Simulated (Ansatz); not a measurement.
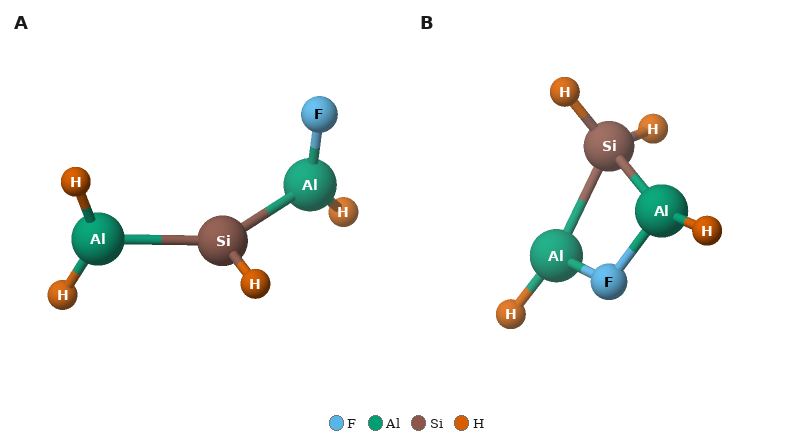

2 stationary structures of one formula. The species has charge +1 and is a spin singlet. Geometries: PBE0-D4/def2-TZVP. Electronic energies: PBE0-D4/def2-TZVP (Ansatz 0.2.0), without zero-point energy. No frequency run is at hand to confirm each as a minimum. Each is one conformer, not always the lowest.

Question: Rank them by energy, lowest first.

Answer: B is lowest (C2v); A lies 1.860 eV above it (C1).
